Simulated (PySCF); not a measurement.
# BH₆NO: NMR shifts at several levels of theory, part 1 of 2

Aim: compute the NMR shifts of BH₆NO (`[NH3+][BH2-]O`) at several levels, and see how far they spread and what each costs.

Programs: PySCF 2.14.0, with density-fitted response routines of our own. Each step states its level of theory. These are calculated values for one molecule in the gas phase, unless marked as measured. Atoms are numbered from 0 throughout.

**1. The molecule as given**

9 atoms, charge 0, multiplicity 1; geometry from: GFN2-xTB. The atoms were then displaced at random by about 0.01 Å, so the start is not that level's minimum.

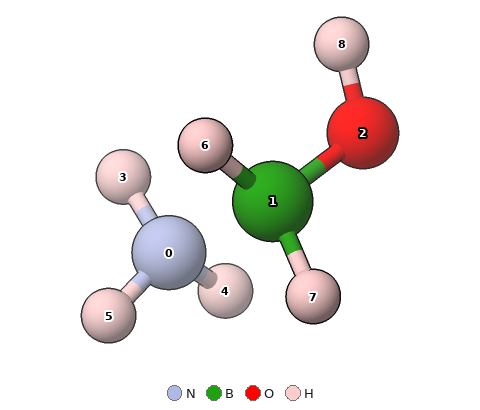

The starting geometry (nitrogen light blue, boron green, oxygen red, hydrogen pink), atoms numbered.

**2. Geometry optimisation at PBE0-D3(BJ)/def2-SVP**

Job settings and geometry (Å):

```
{"job": {"xc": "PBE0", "basis": "def2-SVP", "d3": "d3bj", "grid": 1, "shake": 0.01, "kind": "geom"}, "charge": 0, "multiplicity": 1}
N     -1.002800    -0.121480     0.231360
B      0.725960    -0.322300    -0.047570
O      1.040680     0.704270    -0.961830
H     -1.166980     0.768190     0.725140
H     -1.415540    -0.050790    -0.716470
H     -1.402810    -0.883660     0.728710
H      1.179110    -0.243140     1.063970
H      0.763860    -1.385070    -0.556210
H      1.336330     1.516830    -0.500830
```

Launch:

```bash
$ OMP_NUM_THREADS=1 python probes_run.py task.json out
```

The driver reads the jobs from task.json and runs them one after another.

What it wrote:

```text
step   0  E = -158.17544071  max force = 0.025514
step   1  E = -158.17903311  max force = 0.009581
step   2  E = -158.17940333  max force = 0.003766
step   3  E = -158.17947603  max force = 0.001512
step   4  E = -158.17949150  max force = 0.000458
step   5  E = -158.17949846  max force = 0.000608
step   6  E = -158.17950978  max force = 0.001083
step   7  E = -158.17951551  max force = 0.001138
step   8  E = -158.17952244  max force = 0.000730
step   9  E = -158.17953058  max force = 0.000311
optimisation converged
```

Wall time 13 s (1 thread of Arm Neoverse V1, shared host); peak memory 0.32 GiB.

Along the way:

```csv
step,energy from step 0 (eV),largest force component (eV/Å)
0,0.0000,1.3120
1,-0.0978,0.4927
2,-0.1078,0.1937
3,-0.1098,0.0778
4,-0.1102,0.0236
5,-0.1104,0.0313
6,-0.1107,0.0557
7,-0.1109,0.0585
8,-0.1111,0.0375
9,-0.1113,0.0160
```

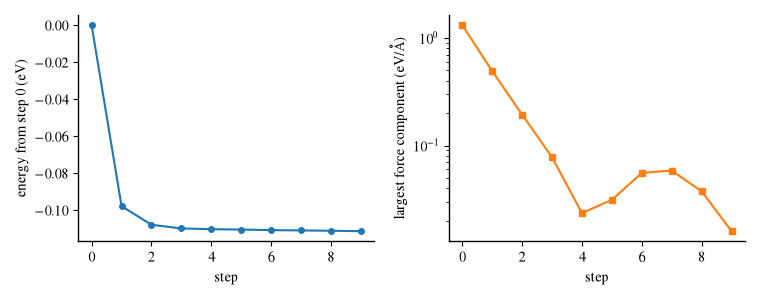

Energy and force, step by step.

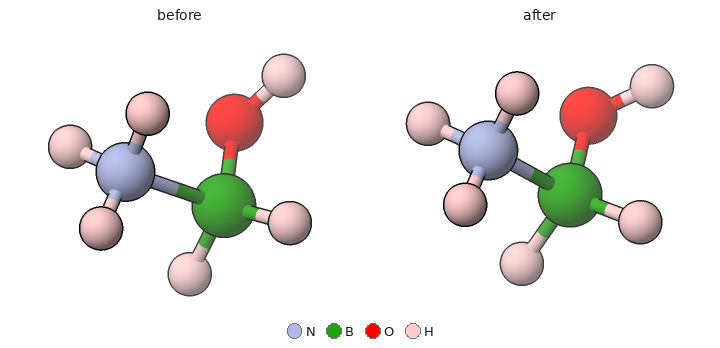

The geometry before (left) and after (right).

Close pairs (by a distance rule), those that changed most:

```csv
bond,before (Å),after (Å),change (Å)
N0–B1,1.763,1.687,-0.075
B1–H7,1.179,1.231,+0.052
B1–H6,1.203,1.235,+0.032
N0–H5,0.994,1.020,+0.026
O2–H8,0.980,0.958,-0.022
B1–O2,1.410,1.426,+0.016
N0–H4,1.036,1.021,-0.015
N0–H3,1.031,1.021,-0.010
```

The end geometry stands in the next job.

```csv
at the end point,value
point group (found at 0.08 Å tolerance),C1
"rotational constants (GHz, main isotopes)","30.795, 8.243, 7.293"
dipole moment (D),5.19
```

**3. Nuclear shieldings: HF/pcSseg-2**

Job settings and geometry (Å):

```
{"job": {"kind": "nmr", "xc": "HF", "basis": "pcSseg-2", "pop": false}, "charge": 0, "multiplicity": 1}
N     -0.969508     0.031546     0.283615
B      0.619690    -0.375368    -0.111248
O      1.060261     0.626405    -1.025290
H     -1.030197     0.923766     0.776108
H     -1.504869     0.117692    -0.581524
H     -1.402447    -0.689708     0.861104
H      1.178745    -0.413227     0.988911
H      0.454796    -1.479677    -0.629122
H      1.652421     1.245369    -0.595656
```

Level: GIAO HF/pcSseg-2 NMR shielding, non-relativistic, gas phase.

What it wrote:

```text
final grid: 65640 points
cycle   1  E = -157.5108349303  dE =  1.718e-01  |g| = 5.879e-01  |ddm| = 1.713e+00
cycle   2  E = -157.5717981543  dE = -6.096e-02  |g| = 3.525e-01  |ddm| = 5.109e-01
cycle   3  E = -157.5928521615  dE = -2.105e-02  |g| = 5.305e-02  |ddm| = 1.828e-01
cycle   4  E = -157.5937054809  dE = -8.533e-04  |g| = 1.054e-02  |ddm| = 5.036e-02
cycle   5  E = -157.5937450269  dE = -3.955e-05  |g| = 2.946e-03  |ddm| = 1.274e-02
cycle   6  E = -157.5937487701  dE = -3.743e-06  |g| = 9.995e-04  |ddm| = 4.393e-03
cycle   7  E = -157.5937491604  dE = -3.902e-07  |g| = 2.677e-04  |ddm| = 1.458e-03
cycle   8  E = -157.5937491959  dE = -3.548e-08  |g| = 6.886e-05  |ddm| = 4.195e-04
cycle   9  E = -157.5937491983  dE = -2.485e-09  |g| = 1.481e-05  |ddm| = 1.114e-04
cycle  10  E = -157.5937491985  dE = -1.485e-10  |g| = 3.641e-06  |ddm| = 3.144e-05
converged SCF energy = -157.5937491985

GIAO shielding tensors (ppm)
atom      isotropic    diamagn.    paramagn.     s11        s22        s33       span
  0 N      215.427     310.088     -94.661    197.619    218.204    230.458     32.839
  1 B      115.886     181.283     -65.397    106.046    114.978    126.634     20.588
  2 O      307.213     387.748     -80.535    286.511    300.997    334.130     47.619
  3 H       29.192      30.353      -1.161     24.370     25.171     38.034     13.664
  4 H       28.871      29.916      -1.046     24.029     25.135     37.448     13.419
  5 H       29.271      29.481      -0.210     24.183     24.422     39.209     15.027
  6 H       28.787      29.857      -1.070     25.764     29.019     31.579      5.814
  7 H       28.829      29.266      -0.437     25.564     29.085     31.837      6.273
  8 H       30.764      31.908      -1.144     22.589     25.809     43.893     21.304
```

Wall time 5.2 s (1 thread of Arm Neoverse V1, shared host); peak memory 0.79 GiB.

Shifts follow as δ = σ(reference) − σ, with reference shieldings (ppm) from runs at the same level and on the same kind of geometry: 1H TMS 31.68, 15N NH3 260.7, 17O H2O 326.3, 11B BF3·OEt2 114.5. The references are single molecules in the gas phase, so shifts against H2O, NH3, PH3, H3PO4 or CFCl3 are not on the usual liquid scales and can be off by tens of ppm. Atoms listed in one row are averaged.

```csv
atoms,environment,σ (ppm),δ (ppm)
"H6, H7","hydrogen on a boron bonded to N, O",28.81,2.87
"H3, H4, H5",hydrogen on a donor nitrogen of a Lewis adduct,29.11,2.57
H8,hydrogen on an oxygen bonded to B,30.76,0.92
N0,donor nitrogen of a Lewis adduct,215.4,45.3
B1,"boron bonded to N, O, 2 H",115.9,-1.4
O2,"oxygen bonded to B, H",307.2,19.1
```

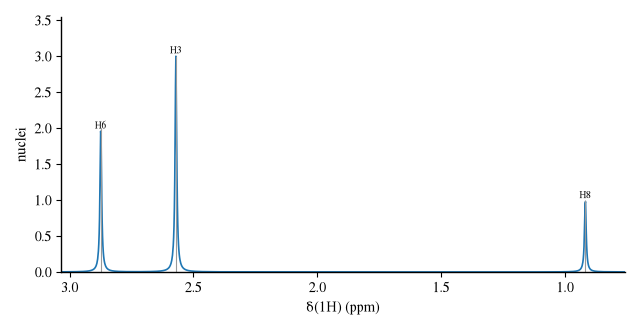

1H lines at the computed shifts, without couplings. Lines are broadened to a width of 0.01 ppm (Lorentzian).

**4. NMR shieldings: LDA/pcSseg-2**

The job, as its differences from that of step 3:

```diff
@@ -1,2 +1,2 @@
-{"job": {"kind": "nmr", "xc": "HF", "basis": "pcSseg-2", "pop": false}, "charge": 0, "multiplicity": 1}
+{"job": {"kind": "nmr", "xc": "LDA", "basis": "pcSseg-2", "pop": false}, "charge": 0, "multiplicity": 1}
 N     -0.969508     0.031546     0.283615
```

Level: GIAO LDA/pcSseg-2 NMR shielding, non-relativistic, gas phase.

What it wrote:

```text
coarse grid: 6960 points
cycle   1  E = -157.0742151058  dE =  1.494e-01  |g| = 9.034e-01  |ddm| = 1.811e+00
cycle   2  E = -155.2282247696  dE =  1.846e+00  |g| = 2.646e+00  |ddm| = 7.377e+00
cycle   3  E = -157.2188855025  dE = -1.991e+00  |g| = 3.279e-01  |ddm| = 7.250e+00
cycle   4  E = -157.2331238763  dE = -1.424e-02  |g| = 2.409e-01  |ddm| = 3.439e-01
cycle   5  E = -157.2445011828  dE = -1.138e-02  |g| = 4.730e-02  |ddm| = 1.473e-01
cycle   6  E = -157.2449533037  dE = -4.521e-04  |g| = 1.534e-02  |ddm| = 4.175e-02
cycle   7  E = -157.2450153362  dE = -6.203e-05  |g| = 3.902e-03  |ddm| = 1.357e-02
cycle   8  E = -157.2450185307  dE = -3.195e-06  |g| = 5.587e-04  |ddm| = 2.847e-03
final grid: 65640 points
cycle   9  E = -157.2391808966  dE = -9.482e-05  |g| = 7.443e-03  |ddm| = 2.528e-02
cycle  10  E = -157.2391520330  dE =  2.886e-05  |g| = 1.487e-02  |ddm| = 1.241e-02
cycle  11  E = -157.2391896533  dE = -3.762e-05  |g| = 1.160e-03  |ddm| = 9.712e-03
cycle  12  E = -157.2391898122  dE = -1.589e-07  |g| = 6.823e-04  |ddm| = 1.063e-03
cycle  13  E = -157.2391899034  dE = -9.112e-08  |g| = 4.243e-05  |ddm| = 3.147e-04
cycle  14  E = -157.2391899038  dE = -3.877e-10  |g| = 1.350e-05  |ddm| = 4.862e-05
converged SCF energy = -157.2391899038

GIAO shielding tensors (ppm)
atom      isotropic    diamagn.    paramagn.     s11        s22        s33       span
  0 N      203.806     311.365    -107.560    183.107    207.430    220.880     37.773
  1 B       97.489     186.247     -88.759     83.776     97.980    110.710     26.934
  2 O      276.790     386.054    -109.264    245.943    264.627    319.799     73.856
  3 H       28.688      30.145      -1.458     24.062     25.109     36.893     12.831
  4 H       28.445      29.856      -1.412     24.071     25.021     36.241     12.170
  5 H       28.417      29.483      -1.065     23.568     24.017     37.667     14.098
  6 H       27.192      29.201      -2.009     24.176     27.839     29.561      5.384
  7 H       27.296      28.452      -1.155     24.081     28.006     29.803      5.722
  8 H       29.651      31.365      -1.715     22.368     25.488     41.095     18.727
```

Run time: 13 s. Hardware: 1 thread of Arm Neoverse V1, shared host; peak memory 0.79 GiB.

This run: δ N0 62.9, B1 -6.5, O2 57.6, H6 3.53, H3 2.25 ppm (means over like atoms).

**5. Shielding tensors: PBE/pcSseg-2**

The job, as its differences from that of step 4:

```diff
@@ -1,2 +1,2 @@
-{"job": {"kind": "nmr", "xc": "LDA", "basis": "pcSseg-2", "pop": false}, "charge": 0, "multiplicity": 1}
+{"job": {"kind": "nmr", "xc": "PBE", "basis": "pcSseg-2", "pop": false}, "charge": 0, "multiplicity": 1}
 N     -0.969508     0.031546     0.283615
```

Level: GIAO PBE/pcSseg-2 NMR shielding, non-relativistic, gas phase.

What it wrote:

```text
coarse grid: 6960 points
cycle   1  E = -158.1916941551  dE =  1.481e-01  |g| = 8.834e-01  |ddm| = 1.746e+00
cycle   2  E = -156.3123951326  dE =  1.879e+00  |g| = 2.612e+00  |ddm| = 8.374e+00
cycle   3  E = -158.3303044647  dE = -2.018e+00  |g| = 3.216e-01  |ddm| = 8.258e+00
cycle   4  E = -158.3446623250  dE = -1.436e-02  |g| = 2.303e-01  |ddm| = 3.360e-01
cycle   5  E = -158.3552444926  dE = -1.058e-02  |g| = 4.777e-02  |ddm| = 1.506e-01
cycle   6  E = -158.3557178138  dE = -4.733e-04  |g| = 1.380e-02  |ddm| = 4.129e-02
cycle   7  E = -158.3557671914  dE = -4.938e-05  |g| = 3.579e-03  |ddm| = 1.262e-02
cycle   8  E = -158.3557699475  dE = -2.756e-06  |g| = 5.482e-04  |ddm| = 2.697e-03
final grid: 65640 points
cycle   9  E = -158.3538894473  dE = -1.164e-04  |g| = 9.188e-03  |ddm| = 3.085e-02
cycle  10  E = -158.3538539769  dE =  3.547e-05  |g| = 1.607e-02  |ddm| = 1.257e-02
cycle  11  E = -158.3539061785  dE = -5.220e-05  |g| = 1.435e-03  |ddm| = 8.375e-03
cycle  12  E = -158.3539064855  dE = -3.070e-07  |g| = 7.952e-04  |ddm| = 1.632e-03
cycle  13  E = -158.3539066013  dE = -1.158e-07  |g| = 1.554e-04  |ddm| = 6.454e-04
cycle  14  E = -158.3539066066  dE = -5.275e-09  |g| = 3.134e-05  |ddm| = 1.169e-04
cycle  15  E = -158.3539066068  dE = -2.184e-10  |g| = 4.552e-06  |ddm| = 2.236e-05
converged SCF energy = -158.3539066068

GIAO shielding tensors (ppm)
atom      isotropic    diamagn.    paramagn.     s11        s22        s33       span
  0 N      200.849     309.967    -109.118    182.395    203.621    216.530     34.134
  1 B       98.638     186.310     -87.672     85.179     99.130    111.604     26.424
  2 O      273.819     385.881    -112.062    246.606    264.240    310.610     64.004
  3 H       29.108      30.300      -1.191     24.720     25.596     37.010     12.290
  4 H       28.870      29.998      -1.127     24.716     25.517     36.378     11.662
  5 H       28.786      29.573      -0.787     24.098     24.517     37.745     13.647
  6 H       27.711      29.756      -2.045     24.729     28.296     30.109      5.380
  7 H       27.824      28.994      -1.170     24.656     28.493     30.324      5.668
  8 H       30.283      31.802      -1.519     23.244     26.191     41.414     18.170
```

Wall time 17 s (1 thread of Arm Neoverse V1, shared host); peak memory 0.79 GiB.

In short: δ N0 60.2, B1 -5.9, O2 54.1, H6 3.41, H3 2.26 ppm (means over like atoms).

**6. Shielding tensors: BLYP/pcSseg-2**

The job, as its differences from that of step 5:

```diff
@@ -1,2 +1,2 @@
-{"job": {"kind": "nmr", "xc": "PBE", "basis": "pcSseg-2", "pop": false}, "charge": 0, "multiplicity": 1}
+{"job": {"kind": "nmr", "xc": "BLYP", "basis": "pcSseg-2", "pop": false}, "charge": 0, "multiplicity": 1}
 N     -0.969508     0.031546     0.283615
```

Level: GIAO BLYP/pcSseg-2 NMR shielding, non-relativistic, gas phase.

What it wrote:

```text
coarse grid: 6960 points
cycle   1  E = -158.3188750643  dE =  1.592e-01  |g| = 9.420e-01  |ddm| = 1.743e+00
cycle   2  E = -156.1652085684  dE =  2.154e+00  |g| = 2.746e+00  |ddm| = 9.647e+00
cycle   3  E = -158.4667913077  dE = -2.302e+00  |g| = 3.630e-01  |ddm| = 9.543e+00
cycle   4  E = -158.4848517491  dE = -1.806e-02  |g| = 2.613e-01  |ddm| = 3.650e-01
cycle   5  E = -158.4982884039  dE = -1.344e-02  |g| = 5.205e-02  |ddm| = 1.721e-01
cycle   6  E = -158.4988627294  dE = -5.743e-04  |g| = 1.324e-02  |ddm| = 4.658e-02
cycle   7  E = -158.4989083553  dE = -4.563e-05  |g| = 3.861e-03  |ddm| = 1.348e-02
cycle   8  E = -158.4989118051  dE = -3.450e-06  |g| = 6.539e-04  |ddm| = 3.119e-03
final grid: 65640 points
cycle   9  E = -158.4992894618  dE = -1.066e-04  |g| = 7.989e-03  |ddm| = 2.934e-02
cycle  10  E = -158.4992612966  dE =  2.817e-05  |g| = 1.461e-02  |ddm| = 1.175e-02
cycle  11  E = -158.4993007270  dE = -3.943e-05  |g| = 1.160e-03  |ddm| = 9.127e-03
cycle  12  E = -158.4993008324  dE = -1.054e-07  |g| = 8.582e-04  |ddm| = 1.389e-03
cycle  13  E = -158.4993009684  dE = -1.360e-07  |g| = 6.283e-05  |ddm| = 4.766e-04
cycle  14  E = -158.4993009690  dE = -6.771e-10  |g| = 2.892e-05  |ddm| = 7.579e-05
converged SCF energy = -158.4993009690

GIAO shielding tensors (ppm)
atom      isotropic    diamagn.    paramagn.     s11        s22        s33       span
  0 N      195.582     308.014    -112.432    176.957    198.181    211.608     34.651
  1 B       95.881     183.938     -88.057     83.138     96.009    108.496     25.358
  2 O      268.817     385.508    -116.691    242.312    260.862    303.277     60.966
  3 H       29.286      30.454      -1.168     25.066     25.884     36.907     11.841
  4 H       29.041      30.125      -1.084     25.085     25.766     36.272     11.186
  5 H       28.928      29.806      -0.878     24.421     24.765     37.599     13.178
  6 H       27.978      29.753      -1.775     25.035     28.570     30.329      5.294
  7 H       28.087      29.026      -0.939     24.964     28.760     30.538      5.574
  8 H       30.436      32.004      -1.568     23.583     26.422     41.303     17.720
```

Run time: 16 s. Hardware: 1 thread of Arm Neoverse V1, shared host; peak memory 0.79 GiB.

This run: δ N0 62.0, B1 -4.8, O2 56.4, H6 3.34, H3 2.29 ppm (means over like atoms).

**7. Shielding tensors: BP86/pcSseg-2**

The job, as its differences from that of step 6:

```diff
@@ -1,2 +1,2 @@
-{"job": {"kind": "nmr", "xc": "BLYP", "basis": "pcSseg-2", "pop": false}, "charge": 0, "multiplicity": 1}
+{"job": {"kind": "nmr", "xc": "BP86", "basis": "pcSseg-2", "pop": false}, "charge": 0, "multiplicity": 1}
 N     -0.969508     0.031546     0.283615
```

Level: GIAO BP86/pcSseg-2 NMR shielding, non-relativistic, gas phase.

What it wrote:

```text
coarse grid: 6960 points
cycle   1  E = -158.3909088498  dE =  1.502e-01  |g| = 8.901e-01  |ddm| = 1.743e+00
cycle   2  E = -156.6801718918  dE =  1.711e+00  |g| = 2.565e+00  |ddm| = 7.618e+00
cycle   3  E = -158.5321678962  dE = -1.852e+00  |g| = 3.041e-01  |ddm| = 7.500e+00
cycle   4  E = -158.5447328946  dE = -1.256e-02  |g| = 2.255e-01  |ddm| = 3.282e-01
cycle   5  E = -158.5547342235  dE = -1.000e-02  |g| = 4.400e-02  |ddm| = 1.347e-01
cycle   6  E = -158.5551356267  dE = -4.014e-04  |g| = 1.291e-02  |ddm| = 3.823e-02
cycle   7  E = -158.5551787246  dE = -4.310e-05  |g| = 3.633e-03  |ddm| = 1.167e-02
cycle   8  E = -158.5551815655  dE = -2.841e-06  |g| = 5.759e-04  |ddm| = 2.733e-03
final grid: 65640 points
cycle   9  E = -158.5540289216  dE = -1.117e-04  |g| = 5.157e-03  |ddm| = 2.979e-02
cycle  10  E = -158.5540206384  dE =  8.283e-06  |g| = 8.069e-03  |ddm| = 6.764e-03
cycle  11  E = -158.5540340090  dE = -1.337e-05  |g| = 7.708e-04  |ddm| = 4.809e-03
cycle  12  E = -158.5540340929  dE = -8.398e-08  |g| = 3.170e-04  |ddm| = 5.882e-04
cycle  13  E = -158.5540341138  dE = -2.091e-08  |g| = 9.676e-05  |ddm| = 2.366e-04
cycle  14  E = -158.5540341152  dE = -1.341e-09  |g| = 3.736e-05  |ddm| = 7.852e-05
cycle  15  E = -158.5540341155  dE = -3.041e-10  |g| = 4.119e-06  |ddm| = 3.105e-05
converged SCF energy = -158.5540341155

GIAO shielding tensors (ppm)
atom      isotropic    diamagn.    paramagn.     s11        s22        s33       span
  0 N      201.357     310.486    -109.129    183.353    204.103    216.616     33.263
  1 B       99.243     185.644     -86.401     85.717     99.507    112.504     26.787
  2 O      276.180     385.574    -109.394    251.482    265.371    311.687     60.205
  3 H       29.154      30.389      -1.235     24.808     25.627     37.027     12.220
  4 H       28.911      30.073      -1.162     24.761     25.566     36.405     11.644
  5 H       28.874      29.680      -0.807     24.202     24.599     37.821     13.619
  6 H       27.788      29.788      -2.000     24.803     28.369     30.191      5.388
  7 H       27.902      29.035      -1.133     24.733     28.572     30.403      5.670
  8 H       30.420      31.793      -1.374     23.333     26.325     41.601     18.267
```

Wall time 17 s (1 thread of Arm Neoverse V1, shared host); peak memory 0.79 GiB.

Key values: δ N0 57.9, B1 -5.9, O2 49.9, H6 3.39, H3 2.25 ppm (means over like atoms).

**8. Shielding tensors: OPBE/pcSseg-2**

The job, as its differences from that of step 7:

```diff
@@ -1,2 +1,2 @@
-{"job": {"kind": "nmr", "xc": "BP86", "basis": "pcSseg-2", "pop": false}, "charge": 0, "multiplicity": 1}
+{"job": {"kind": "nmr", "xc": "OPBE", "basis": "pcSseg-2", "pop": false}, "charge": 0, "multiplicity": 1}
 N     -0.969508     0.031546     0.283615
```

With the program's defaults for keys left out, this is: GIAO OPBE/pcSseg-2 NMR shielding, non-relativistic, gas phase.

What it wrote:

```text
coarse grid: 6960 points
cycle   1  E = -158.3220997298  dE =  1.250e-01  |g| = 8.259e-01  |ddm| = 1.749e+00
cycle   2  E = -156.5524610186  dE =  1.770e+00  |g| = 2.470e+00  |ddm| = 9.990e+00
cycle   3  E = -158.4512612262  dE = -1.899e+00  |g| = 2.841e-01  |ddm| = 9.877e+00
cycle   4  E = -158.4634912651  dE = -1.223e-02  |g| = 1.955e-01  |ddm| = 3.100e-01
cycle   5  E = -158.4714020077  dE = -7.911e-03  |g| = 4.546e-02  |ddm| = 1.428e-01
cycle   6  E = -158.4718180070  dE = -4.160e-04  |g| = 1.280e-02  |ddm| = 3.662e-02
cycle   7  E = -158.4718574781  dE = -3.947e-05  |g| = 3.623e-03  |ddm| = 1.133e-02
cycle   8  E = -158.4718603094  dE = -2.831e-06  |g| = 6.509e-04  |ddm| = 2.684e-03
final grid: 65640 points
cycle   9  E = -158.4682666198  dE = -2.000e-04  |g| = 1.641e-02  |ddm| = 4.818e-02
cycle  10  E = -158.4681624895  dE =  1.041e-04  |g| = 2.881e-02  |ddm| = 2.671e-02
cycle  11  E = -158.4683204489  dE = -1.580e-04  |g| = 3.426e-03  |ddm| = 1.813e-02
cycle  12  E = -158.4683232846  dE = -2.836e-06  |g| = 5.554e-04  |ddm| = 3.603e-03
cycle  13  E = -158.4683233484  dE = -6.380e-08  |g| = 1.640e-04  |ddm| = 5.605e-04
cycle  14  E = -158.4683233528  dE = -4.358e-09  |g| = 7.292e-05  |ddm| = 1.173e-04
cycle  15  E = -158.4683233539  dE = -1.079e-09  |g| = 5.559e-06  |ddm| = 4.596e-05
cycle  16  E = -158.4683233539  dE = -8.299e-12  |g| = 8.274e-07  |ddm| = 5.885e-06
converged SCF energy = -158.4683233539

GIAO shielding tensors (ppm)
atom      isotropic    diamagn.    paramagn.     s11        s22        s33       span
  0 N      207.022     311.654    -104.632    191.127    209.304    220.633     29.506
  1 B      103.562     189.698     -86.136     90.013    104.332    116.341     26.328
  2 O      281.581     387.377    -105.797    257.718    272.362    314.662     56.944
  3 H       29.084      30.020      -0.936     24.609     25.418     37.225     12.616
  4 H       28.850      29.703      -0.853     24.538     25.395     36.617     12.080
  5 H       28.808      29.127      -0.319     23.972     24.462     37.991     14.019
  6 H       27.790      30.324      -2.533     24.789     28.333     30.250      5.461
  7 H       27.903      29.441      -1.538     24.722     28.530     30.457      5.735
  8 H       30.429      31.798      -1.368     23.228     26.204     41.856     18.629
```

Wall time 18 s (1 thread of Arm Neoverse V1, shared host); peak memory 0.79 GiB.

In short: δ N0 55.8, B1 -5.8, O2 47.6, H6 3.35, H3 2.28 ppm (means over like atoms).

(Continued in part 2 of 2.)
